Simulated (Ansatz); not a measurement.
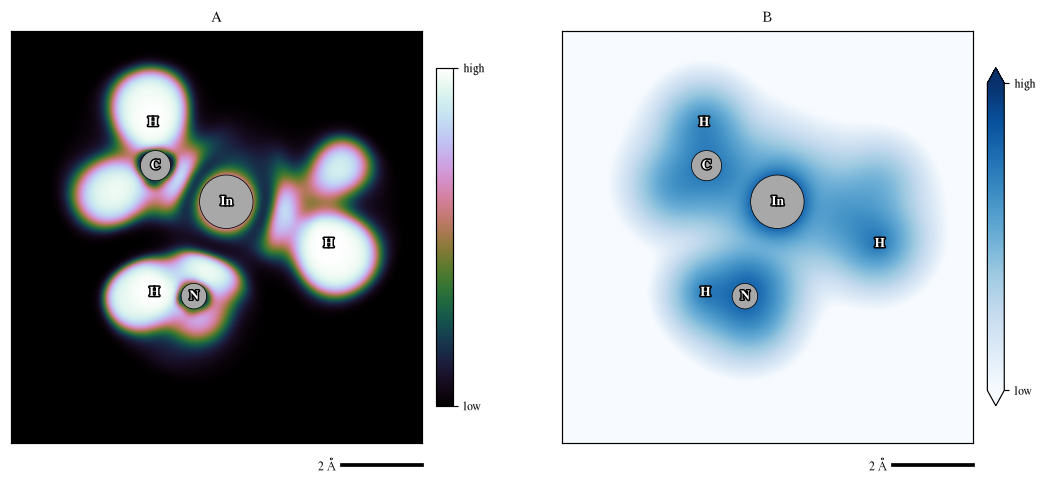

C2H8InN: 2 fields on the plane of atoms In1, N2 and H4, with unlabelled colour scales. Grey discs cover the atomic cores.

Core potentials replace the inner electrons of In.

These are results of Ansatz, RHF/def2-SVP, not measurements.

The calculation's input:

```
crystal:
  periodic: [false, false, false]
  atoms:
    - { symbol: In, position_ang: [-0.32764, -0.080335, -1.170589] }
    - { symbol: "N", position_ang: [1.200623, 0.337626, 1.859108] }
    - { symbol: C, position_ang: [1.310312, -1.248543, -0.97055] }
    - { symbol: H, position_ang: [1.412535, -0.463692, 1.272817] }
    - { symbol: C, position_ang: [-2.302988, 0.73327, -0.852791] }
    - { symbol: H, position_ang: [0.878003, -0.0118, 2.745152] }
    - { symbol: H, position_ang: [2.059574, 0.83282, 2.023612] }
    - { symbol: H, position_ang: [1.456263, -2.000034, -1.749391] }
    - { symbol: H, position_ang: [2.246569, -0.727942, -0.756939] }
    - { symbol: H, position_ang: [-2.70568, 0.384312, 0.098409] }
    - { symbol: H, position_ang: [-2.256554, 1.822677, -0.841197] }
    - { symbol: H, position_ang: [-2.970816, 0.421542, -1.657541] }
basis:
  gaussian: { orbitals: def2-SVP }
hamiltonian:
  xc: hf
relax:
  f_tol: 0.03
  max_steps: 50
output:
  orbitals: {}
```

Launched as:

```sh
ansatz run input.yaml --threads 2 --pin off --max-ram 3072MiB --backend cpu --events-out ev --progress --plain --runs-dir out
```

The fields are those of the relaxed geometry.

Q: Which field does each panel show? The fields are: electron density and electron localisation function.

A: Panel A: electron localisation function. Panel B: electron density. From the grid: C–In (1.99 Å): the density is about 0.85 e/Å³ at the midpoint; the ELF peaks at about 0.85 in the valence shell of C, 0.7 Å from its nucleus, and drops to about 0.20 between the two atoms. In–N (2.49 Å): the density is about 0.25 e/Å³ at the midpoint; the ELF peaks at about 0.95 in the valence shell of N, 0.7 Å from its nucleus, and drops to about 0.05 between the two atoms.
